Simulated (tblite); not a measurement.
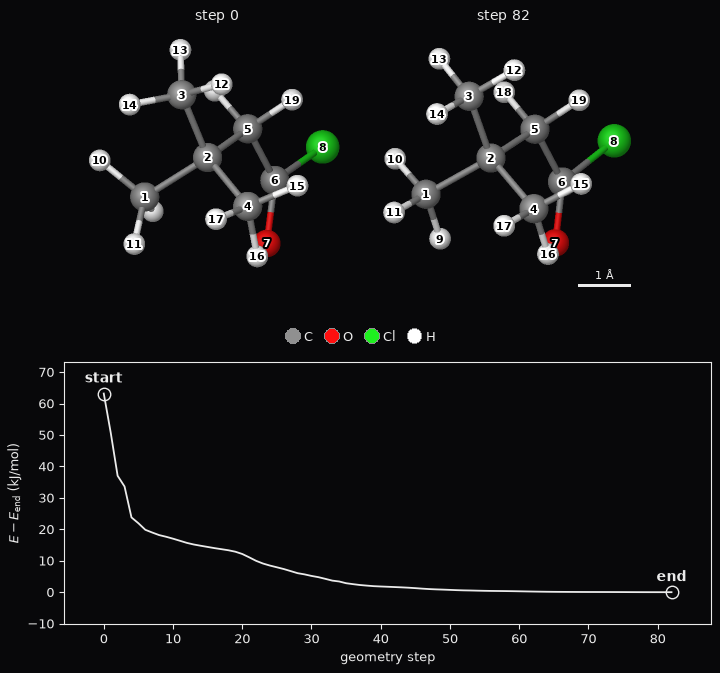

First and last geometry of a relaxation of C₆H₁₁ClO, with the history of the run. Style: ball-and-stick. Shown from a free direction.

All numbers below come from tblite 0.8.0, GFN2-xTB geometry optimisation, gas phase. 

**Read the history and describe the run.**

It converged. Over 82 geometry steps the energy falls by 63.2 kJ/mol. The largest move after the best rigid fit is that of H11, 0.81 Å. Largest moves by element: H 0.81 Å, Cl 0.21 Å, O 0.13 Å, C 0.11 Å. Some distances before and after: C6–O7 1.228 → 1.182 Å, C2–C5 1.496 → 1.542 Å, C1–H10 1.120 → 1.088 Å, C2–C4 1.498 → 1.529 Å. Bond angles that change, for instance: C5–C6–Cl8 116.3° → 110.3°, C5–C6–O7 125.5° → 131.1°, C2–C1–H10 105.9° → 110.7°. Groups turn about C1–C2 by about 45°, C2–C3 by about 30°.

```json
{"step": "0", "E − E(0), kJ/mol": "0.00"}
{"step": "1", "E − E(0), kJ/mol": "-12.39"}
{"step": "2", "E − E(0), kJ/mol": "-26.15"}
{"step": "3", "E − E(0), kJ/mol": "-29.56"}
{"step": "4", "E − E(0), kJ/mol": "-39.40"}
{"step": "5", "E − E(0), kJ/mol": "-41.24"}
{"step": "6", "E − E(0), kJ/mol": "-43.33"}
{"step": "7", "E − E(0), kJ/mol": "-44.20"}
{"step": "8", "E − E(0), kJ/mol": "-45.02"}
{"step": "9", "E − E(0), kJ/mol": "-45.55"}
{"step": "10", "E − E(0), kJ/mol": "-46.16"}
{"step": "14", "E − E(0), kJ/mol": "-48.41"}
{"step": "18", "E − E(0), kJ/mol": "-49.84"}
{"step": "21", "E − E(0), kJ/mol": "-52.08"}
{"step": "25", "E − E(0), kJ/mol": "-55.25"}
{"step": "29", "E − E(0), kJ/mol": "-57.51"}
{"step": "33", "E − E(0), kJ/mol": "-59.49"}
{"step": "37", "E − E(0), kJ/mol": "-60.89"}
{"step": "40", "E − E(0), kJ/mol": "-61.36"}
{"step": "44", "E − E(0), kJ/mol": "-61.74"}
{"step": "48", "E − E(0), kJ/mol": "-62.28"}
{"step": "52", "E − E(0), kJ/mol": "-62.59"}
{"step": "55", "E − E(0), kJ/mol": "-62.74"}
{"step": "59", "E − E(0), kJ/mol": "-62.85"}
{"step": "63", "E − E(0), kJ/mol": "-63.01"}
{"step": "67", "E − E(0), kJ/mol": "-63.09"}
{"step": "71", "E − E(0), kJ/mol": "-63.12"}
{"step": "74", "E − E(0), kJ/mol": "-63.13"}
{"step": "78", "E − E(0), kJ/mol": "-63.16"}
{"step": "82", "E − E(0), kJ/mol": "-63.17"}
```
